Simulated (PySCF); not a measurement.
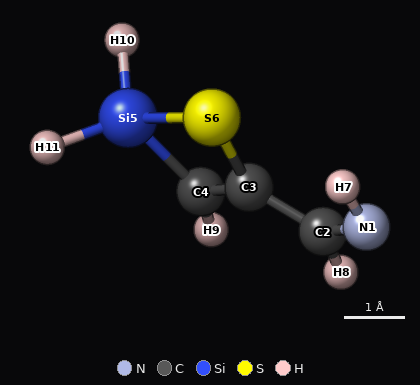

Figure 1. The structure (ball-and-stick view, seen at a tilt; atoms are numbered from 1 in the order of the input).

**C₃H₅NSSi: one change and its effect**

System: C₃H₅NSSi.
Method of run 1: GIAO HF/pcSseg-2 NMR shielding, non-relativistic, gas phase (PySCF 2.14.0).

The geometry comes from this level: PBE0-D3(BJ)/def2-SVP. Text and figures count atoms from 1; the logs count them from 0 in places.

## The input, run 1
```
{"job": {"kind": "nmr", "xc": "HF", "basis": "pcSseg-2", "pop": false}, "charge": 0, "multiplicity": 1}
N     -2.423878     0.583655     1.359043
C     -1.676918    -0.276714     0.802867
C     -0.316088    -0.060550     0.290190
C      0.500691    -0.951628    -0.322494
Si     1.888149     0.247510    -0.576747
S      0.460836     1.562207     0.433304
H     -1.938059     1.490000     1.412271
H     -2.054975    -1.305101     0.672073
H      0.249112    -1.994616    -0.523510
H      3.148812     0.027562     0.185663
H      2.197499     0.661895    -1.973899
```

The first line tells a small driver script what to run in PySCF; the rest is the geometry in Å.

Launched with:
```bash
OMP_NUM_THREADS=1 python <driver script> task.json out
```

Hardware: 1 CPU thread, shared host.

## Output (run 1)
```
final grid: 95152 points
cycle   1  E = -857.3605381875  dE =  1.221e+00  |g| = 5.710e-01  |ddm| = 2.626e+00
cycle   2  E = -857.4427464421  dE = -8.221e-02  |g| = 3.750e-01  |ddm| = 8.555e-01
cycle   3  E = -857.4748867646  dE = -3.214e-02  |g| = 8.900e-02  |ddm| = 4.523e-01
cycle   4  E = -857.4782576677  dE = -3.371e-03  |g| = 2.736e-02  |ddm| = 1.674e-01
cycle   5  E = -857.4785687347  dE = -3.111e-04  |g| = 8.423e-03  |ddm| = 5.595e-02
cycle   6  E = -857.4786197035  dE = -5.097e-05  |g| = 3.992e-03  |ddm| = 3.031e-02
cycle   7  E = -857.4786318467  dE = -1.214e-05  |g| = 1.521e-03  |ddm| = 1.542e-02
cycle   8  E = -857.4786334120  dE = -1.565e-06  |g| = 5.054e-04  |ddm| = 4.609e-03
cycle   9  E = -857.4786336409  dE = -2.289e-07  |g| = 2.321e-04  |ddm| = 1.101e-03
cycle  10  E = -857.4786336826  dE = -4.170e-08  |g| = 8.581e-05  |ddm| = 6.167e-04
cycle  11  E = -857.4786336909  dE = -8.343e-09  |g| = 3.919e-05  |ddm| = 2.763e-04
cycle  12  E = -857.4786336924  dE = -1.460e-09  |g| = 1.059e-05  |ddm| = 1.289e-04
cycle  13  E = -857.4786336925  dE = -1.039e-10  |g| = 3.873e-06  |ddm| = 3.048e-05
converged SCF energy = -857.4786336925

GIAO shielding tensors (ppm)
atom      isotropic    diamagn.    paramagn.     s11        s22        s33       span
  0 N      -98.136     315.428    -413.565   -425.281   -125.793    256.664    681.946
  1 C       19.755     248.423    -228.667   -113.081     46.903    125.444    238.525
  2 C       15.308     249.113    -233.805   -115.527     43.332    118.120    233.646
  3 C       62.502     258.667    -196.166    -47.119     67.686    166.938    214.057
  4 Si     415.305     875.414    -460.110    389.166    419.712    437.035     47.869
  5 S      633.971    1058.008    -424.037    366.195    654.294    881.424    515.229
  6 H       21.502      33.985     -12.484     11.941     22.283     30.281     18.340
  7 H       23.584      29.557      -5.974     21.795     22.043     26.913      5.117
  8 H       25.631      33.371      -7.739     23.957     24.562     28.375      4.419
  9 H       26.609      28.909      -2.299     23.603     24.624     31.601      7.999
 10 H       26.607      29.147      -2.540     23.599     24.646     31.576      7.977
```

Run 2 used a changed input.

## The two runs side by side

| quantity | run 1 | run 2 |
| --- | --- | --- |
| outcome | converged | converged |
| total energy (hartree) | −857.478634 | −859.874390 |
| HOMO (eV) | −9.24 | −6.72 |
| LUMO (eV) | 1.71 | −2.23 |
| dipole moment (D) | 3.66 | 3.30 |
| shielding of N1 (ppm) | −98.1 | −103.3 |
| shielding of C2 (ppm) | 19.8 | 5.3 |
| shielding of C3 (ppm) | 15.3 | −1.0 |
| shielding of C4 (ppm) | 62.5 | 49.9 |
| shielding of Si5 (ppm) | 415.3 | 361.8 |
| shielding of S6 (ppm) | 634.0 | 551.3 |
| shielding of H10 (ppm) | 26.6 | 26.0 |
| SCF iterations | 13 | 15 |
| basis functions | 300 | 300 |
| wall time (shared host) | 50 s | 44 s |

What was changed in the input?

The change (lines with − go, lines with + come):
```diff
-"xc": "HF"
+"xc": "B3LYP"
```

The total energies belong to different methods, so their difference says nothing on which is more stable or more accurate. The HOMO goes from −9.24 to −6.72 eV. The LUMO goes from 1.71 to −2.23 eV. The dipole moment goes from 3.66 to 3.30 D. Of all shieldings, the largest change is that of S6, by −82.7 ppm. The method changes from HF to B3LYP. The SCF takes 15 iterations against 13.

## Output (run 2)
```
coarse grid: 10672 points
cycle   1  E = -859.8055634169  dE =  7.400e-01  |g| = 4.733e-01  |ddm| = 2.573e+00
cycle   2  E = -859.7308453038  dE =  7.472e-02  |g| = 7.466e-01  |ddm| = 1.367e+00
cycle   3  E = -859.8539272913  dE = -1.231e-01  |g| = 1.572e-01  |ddm| = 8.583e-01
cycle   4  E = -859.8590235940  dE = -5.096e-03  |g| = 5.521e-02  |ddm| = 1.542e-01
cycle   5  E = -859.8596935112  dE = -6.699e-04  |g| = 2.082e-02  |ddm| = 7.894e-02
cycle   6  E = -859.8598067753  dE = -1.133e-04  |g| = 6.906e-03  |ddm| = 2.694e-02
cycle   7  E = -859.8598176649  dE = -1.089e-05  |g| = 2.692e-03  |ddm| = 1.170e-02
cycle   8  E = -859.8598194003  dE = -1.735e-06  |g| = 5.319e-04  |ddm| = 3.720e-03
final grid: 95152 points
cycle   9  E = -859.8743868217  dE = -4.081e-05  |g| = 3.701e-03  |ddm| = 3.922e-02
cycle  10  E = -859.8743848310  dE =  1.991e-06  |g| = 4.514e-03  |ddm| = 7.945e-03
cycle  11  E = -859.8743897953  dE = -4.964e-06  |g| = 8.227e-04  |ddm| = 5.443e-03
cycle  12  E = -859.8743899503  dE = -1.550e-07  |g| = 2.559e-04  |ddm| = 1.228e-03
cycle  13  E = -859.8743899626  dE = -1.228e-08  |g| = 1.400e-04  |ddm| = 3.929e-04
cycle  14  E = -859.8743899673  dE = -4.746e-09  |g| = 3.436e-05  |ddm| = 1.832e-04
cycle  15  E = -859.8743899676  dE = -2.565e-10  |g| = 4.826e-06  |ddm| = 2.809e-05
converged SCF energy = -859.8743899676

GIAO shielding tensors (ppm)
atom      isotropic    diamagn.    paramagn.     s11        s22        s33       span
  0 N     -103.302     315.498    -418.800   -419.531   -130.751    240.377    659.908
  1 C        5.307     247.006    -241.699   -107.305     21.295    101.930    209.234
  2 C       -1.015     254.668    -255.682   -103.712     14.352     86.316    190.028
  3 C       49.872     256.842    -206.970    -40.269     41.455    148.429    188.697
  4 Si     361.800     877.957    -516.157    321.533    370.094    393.773     72.240
  5 S      551.282    1059.186    -507.904    272.408    594.948    786.490    514.082
  6 H       21.066      33.775     -12.709     10.821     23.098     29.278     18.456
  7 H       23.250      29.305      -6.055     21.194     22.137     26.418      5.225
  8 H       25.367      32.937      -7.570     23.934     24.849     27.319      3.384
  9 H       26.004      28.584      -2.580     23.131     24.325     30.556      7.425
 10 H       26.002      28.816      -2.813     23.125     24.350     30.532      7.407
```
